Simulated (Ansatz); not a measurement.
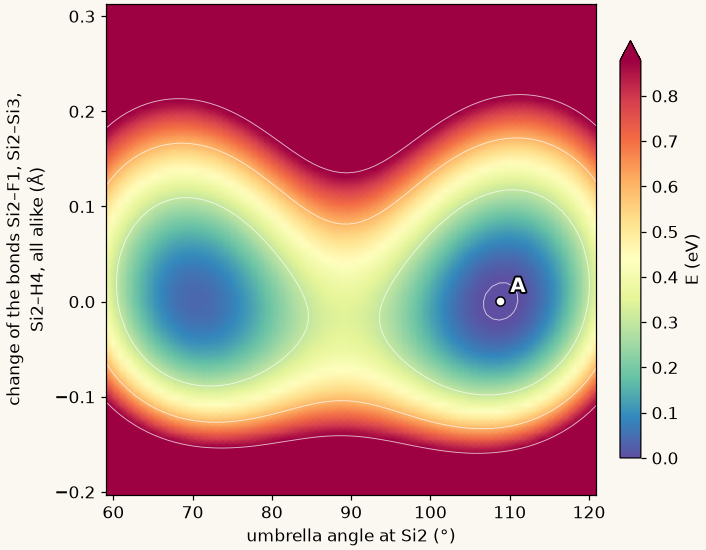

FH₄Si₂, SMILES F[SiH][SiH3], spin multiplicity 2. First axis: umbrella angle at Si2 (between each of its bonds and their common axis; 90 is planar). Second axis: change of the bonds Si2–F1, Si2–Si3, Si2–H4, all alike. Nothing is relaxed (all other coordinates rigid). Grid: 15 × 15 points. Points are written as (first, second). Energies are in eV, from the lowest grid point. Computed with UKS PBE-D4/def2-SVP (Ansatz 0.2.0).

In the figure: a smooth colour map with a few white contour lines, one colour for all values above the top of the scale, the point A. Between grid points the surface is interpolated.

> Find the lowest pass out of the well at A.

The easiest path leads from the well at about (109°, 0.00 Å) to the well at about (70°, 0.00 Å), about 0.05 eV higher. Its highest point lies about 0.36 eV above the bottom of the first well on the interpolated surface, at (90.0°, −0.018 Å). Seen from the upper well the barrier is about 0.31 eV. The start is the relaxed structure and all else is held, so a fully relaxed path at this level can only be lower.

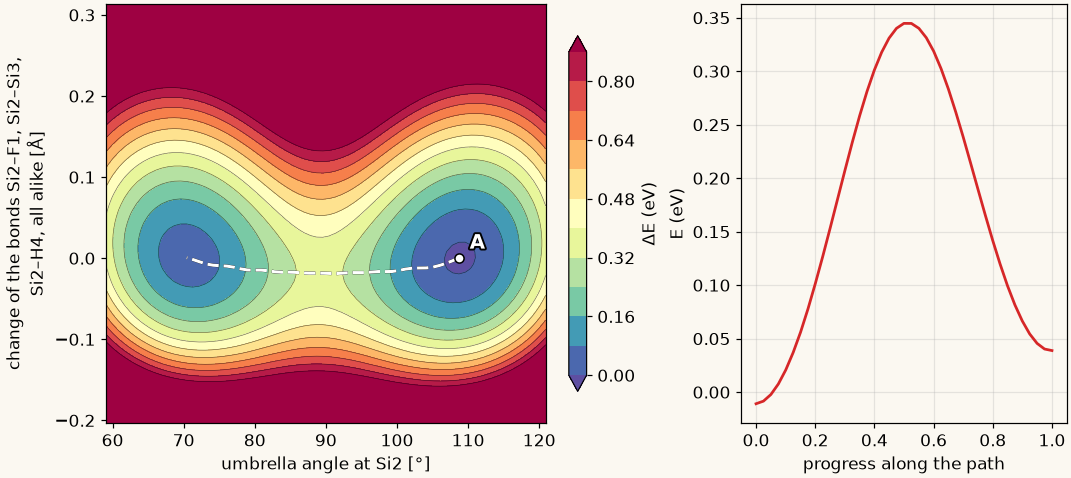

The picture shows filled contours, a line along the lowest path, one colour for all values above the top of the scale, the energy along the path at the right. Between grid points the surface is interpolated.
